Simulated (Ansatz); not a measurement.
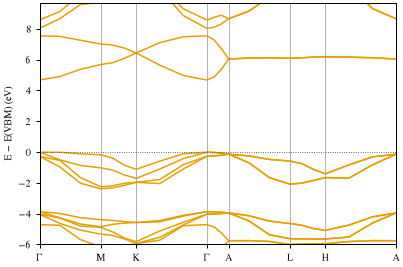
*Band structure from DFT-HSE06 in the program Ansatz with PAW potentials*

Question: Read off the gap and where the band edges lie.

Answer: About 4.7 eV (4.68 eV among the points solved); maximum on the Γ–M line, 18 % of the way from Γ, minimum at Γ.

Question: Pick the material that matches.
A. SiC, 4H polytype
B. Li2O2, P6_3/mmc (Li on 2a, Li on 2c, O on 4f)
C. ZnS, 4H polytype

Answer: B, Li2O2, P6_3/mmc (Li on 2a, Li on 2c, O on 4f)

The workflow started from a Materials Project entry (that database holds measured and hypothetical structures alike); the Crystallography Open Database files this formula in space group No. 194, but the cells were not matched. Its standing as an ambient phase is unchecked. The cell was relaxed with HSE06 under the symmetry of its start; whether a distortion lowers the energy is not shown. The hybrid was solved on a coarse mesh, the path and, where they were found, the r²SCAN edge points; its band edges are the extreme levels among these.

Potentials: the later of the program's two PAW sets.
